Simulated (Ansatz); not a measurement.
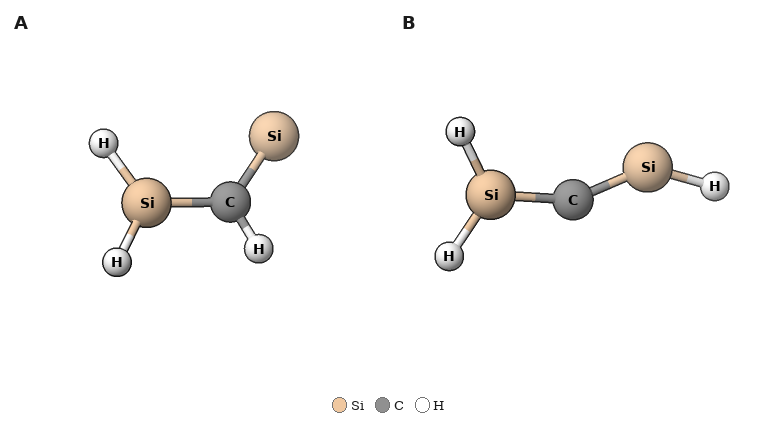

2 stationary structures of one formula. State: charge +1, singlet. Geometries: PBE-D4/def2-SVP. Electronic energies: PBE-D4/def2-SVP (Ansatz 0.2.0), without zero-point energy. No frequency run is at hand to confirm each as a minimum.

**Which structure is the most stable?**

A is lowest (Cs); B lies 38.5 kcal/mol above it.
